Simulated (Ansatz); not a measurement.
A series of calculations on C16N

Part 1: Relaxation

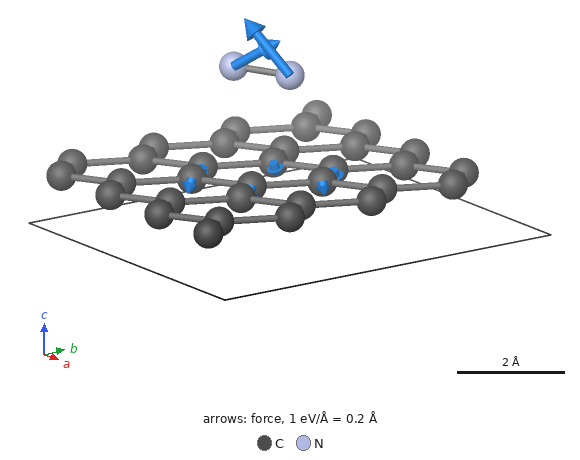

Starting geometry of a slab of composition C$_{16}$N with the computed forces as blue arrows. A ball-and-stick model of the cell of the calculation, outlined in the plane, without the vacuum (origin shifted), seen slightly off an axis.

It is N2 on graphene monolayer, set down by a guess. The run prepares the start of a later molecular dynamics calculation, from a guessed geometry.

All numbers below come from DFT PBE-D3(BJ), scalar-relativistic, plane waves, PAW (Ansatz 0.2.0). Settings: plane-wave cutoff 420 eV; k-point mesh 1 × 1 × 1; occupations fermi dirac; smearing width 0.02 eV; no spin polarisation; atoms relaxed in a fixed cell; force threshold 0.08 eV/Å; at most 25 steps.

> What follows when this structure is relaxed?

It isn't relaxed: the largest force vector, on an N atom, is 6.96 eV/Å. The final displacements follow the starting forces only in part (cosine between the two patterns 0.62). The atom that moves furthest relative to the layer's centre is an N atom (1.30 Å along the normal (+c)). By element the largest moves are N 1.30 Å, C 0.09 Å. The cell stays as it was. Among the contacts that change: N–N 1.154 → 1.102 Å. The energy falls by 2.715 eV per cell of the calculation in 8 geometry steps. Largest force component: 5.1 eV/Å at the start, 0.0093 eV/Å at the end. The forces were under the threshold at step 6, but the run went on from there. Cost: 45 s on 2 threads of Arm Neoverse V1 (shared host), peak memory 0.81 GiB.

Part 2: Dynamics

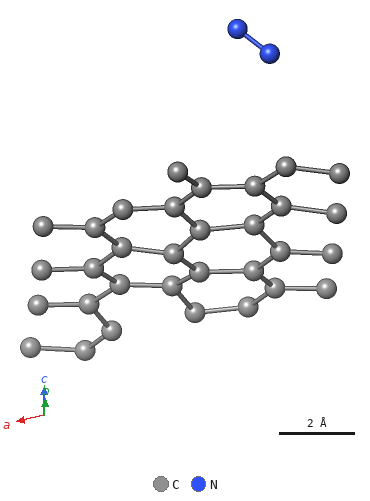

Starting frame of a dynamics run of N2 on graphene monolayer (34 atoms in the cell). It starts from the last geometry of an earlier run, with fresh velocities. The picture is a ball-and-stick view of the simulation cell, with the vacuum cut short, seen from a free direction. Bonds to atoms that aren't drawn are left out.

Computed with Ansatz, DFT PBE-D3(BJ), scalar-relativistic, plane waves, PAW.

Input
```yaml
crystal:
  lattice:
    - [9.864, 0.0, 0.0]
    - [-4.932, 8.542475, 0.0]
    - [0.0, 0.0, 13.0]
  atoms:
    - { symbol: C, position: [0.00988903, 0.00542555, 0.07458097] }
    - { symbol: C, position: [0.1727877, 0.0843392, 0.07496784] }
    - { symbol: C, position: [0.00224424, 0.25356035, 0.06117415] }
    - { symbol: C, position: [0.16661618, 0.3378417, 0.06376586] }
    - { symbol: C, position: [-0.00092307, 0.50432998, 0.05977598] }
    - { symbol: C, position: [0.17411452, 0.59149883, 0.07493591] }
    - { symbol: C, position: [0.00031776, 0.7492374, 0.06085848] }
    - { symbol: C, position: [0.16916815, 0.83674733, 0.07330051] }
    - { symbol: C, position: [0.25241277, -0.00150639, 0.07730733] }
    - { symbol: C, position: [0.41942528, 0.0678014, 0.0676061] }
    - { symbol: C, position: [0.24489031, 0.24364711, 0.06789635] }
    - { symbol: C, position: [0.41637632, 0.32677288, 0.06389039] }
    - { symbol: C, position: [0.25467361, 0.50667273, 0.07718064] }
    - { symbol: C, position: [0.42480847, 0.58484552, 0.06582191] }
    - { symbol: C, position: [0.26262091, 0.75935816, 0.07382172] }
    - { symbol: C, position: [0.4309164, 0.83461347, 0.07179693] }
    - { symbol: C, position: [0.51100557, -0.00420442, 0.06156785] }
    - { symbol: C, position: [0.67800463, 0.0814222, 0.06593843] }
    - { symbol: C, position: [0.49720084, 0.24300952, 0.0775849] }
    - { symbol: C, position: [0.66262206, 0.3260062, 0.07881816] }
    - { symbol: C, position: [0.50268177, 0.4931222, 0.0590776] }
    - { symbol: C, position: [0.66652207, 0.57492453, 0.07190537] }
    - { symbol: C, position: [0.51063869, 0.74629926, 0.07405942] }
    - { symbol: C, position: [0.67376122, 0.82745807, 0.06629285] }
    - { symbol: C, position: [0.75684747, -0.00382168, 0.06625742] }
    - { symbol: C, position: [0.92956248, 0.09115007, 0.06767188] }
    - { symbol: C, position: [0.75520765, 0.25095296, 0.07766341] }
    - { symbol: C, position: [0.91620569, 0.34026745, 0.0701159] }
    - { symbol: C, position: [0.75038656, 0.49398854, 0.06882447] }
    - { symbol: C, position: [0.91492236, 0.58500276, 0.05927556] }
    - { symbol: C, position: [0.75692164, 0.74622648, 0.0695874] }
    - { symbol: C, position: [0.92081148, 0.83374995, 0.06809455] }
    - { symbol: "N", position: [0.32436, 0.95852121, 0.37376581] }
    - { symbol: "N", position: [0.22184976, 0.89170881, 0.32341108] }
basis:
  ecutwfc: 420.0
kpoints:
  mp_grid: { grid: [1, 1, 1] }
hamiltonian:
  xc: pbe
  dispersion: d3bj
scf:
  occupations: { method: fermi_dirac, width: 0.02 }
  lower_state_search: "off"
md:
  timestep: 1
  n_steps: 300
  ensemble: nve
  temperature: 1350.0
  initial_velocities: maxwell_boltzmann
  seed: 162156
```

Launched with:
```bash
ansatz run input.yaml --threads 2 --pin off --max-ram 5120MiB --backend cpu --events-out ev --progress --plain --runs-dir out
```

What does the trajectory do?

Answer. Over the second half the temperature averages 983 K (spread ±109 K). The potential energy in the second half lies on average 46.6 meV per atom above the first frame. Root-mean-square distances from the starting positions over the second half, with the common drift of all atoms taken out: N 2.72 Å, C 0.24 Å. Against the typical shortest distance between atoms in the first frame, about 1.4 Å these are large excursions, but over 300 fs one can't yet tell strong vibration from the start of diffusion. 2 of the 34 free atoms end more than three quarters of that spacing from the start. The total energy stays between 0 and 1.2 meV per atom of its start. A straight-line fit has a slope that amounts to −0.077 meV per atom over 300 fs (under 0.1 % of the mean kinetic energy), and the ripple about it is 1.4 % of the kinetic energy's fluctuation. With a drift under 2 % and a ripple under 7 %, the integration is accurate.

Along the run (each row but the first and the last is the mean over the interval that it begins):

```csv
time (fs),potential energy (meV/atom),T (K)
0.0,0.0,1350
37.0,49.9,957
74.0,42.8,1014
111.0,49.5,960
148.0,49.1,963
185.0,41.8,1021
222.0,52.4,937
259.0,47.7,975
296.0,19.2,1198
```

The paths of the atoms:

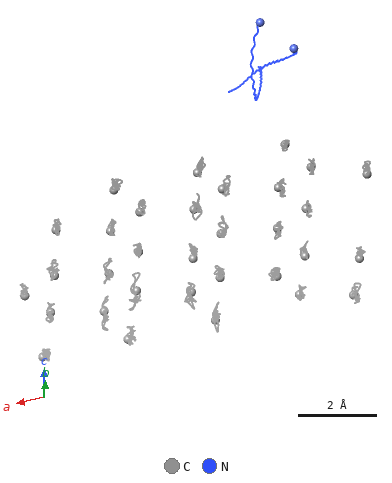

Cost: 19 min on 2 threads of Arm Neoverse V1 (shared host), peak memory 0.86 GiB.

Part 3: Energy conservation

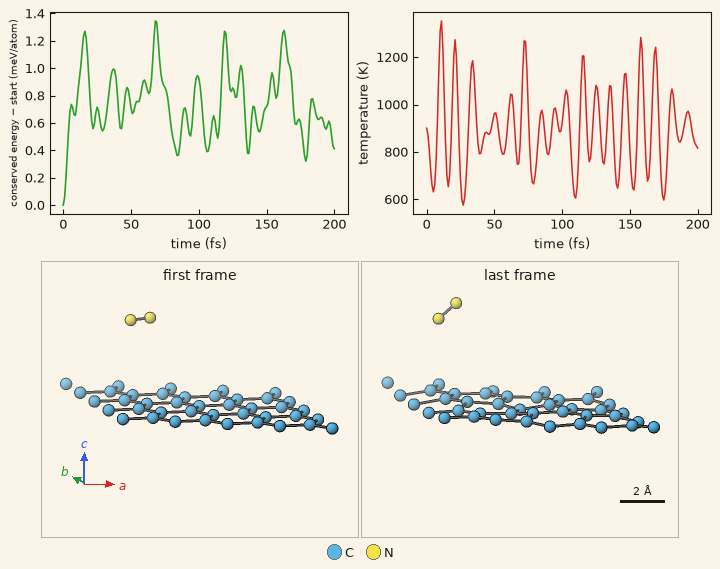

Molecular dynamics of N2 on graphene monolayer (34 atoms in the cell), 200 fs long. Style: ball-and-stick. Shown: the simulation cell, with the vacuum cut short, slightly off an axis. Bonds to atoms that aren't drawn are left out.

Computed with DFT PBE-D3(BJ), scalar-relativistic, plane waves, PAW in Ansatz. Run with plane-wave cutoff 420 eV; k-point mesh 1 × 1 × 1; Fermi-Dirac smearing 0.02 eV; Nosé-Hoover thermostat (NVT); set temperature 900 K; time step 1 fs; thermostat time 3.0 fs.

Is this trajectory numerically sound?

The conserved quantity stays between 0 and 1.3 meV per atom of its start. A straight-line fit has a slope that amounts to −0.064 meV per atom over 200 fs (under 0.1 % of the mean kinetic energy), and the ripple about it is 1.1 % of the kinetic energy's fluctuation. With a drift under 2 % and a ripple under 7 %, the integration is accurate. The thermostat's time constant is so short that it disturbs the motion. The mean temperature in the second half is 900 K (standard deviation 167 K). The potential energy in the second half lies on average 115 meV per atom above the first frame.

The run took 13 min on 2 threads of Arm Neoverse V1 (shared host), peak memory 0.85 GiB.
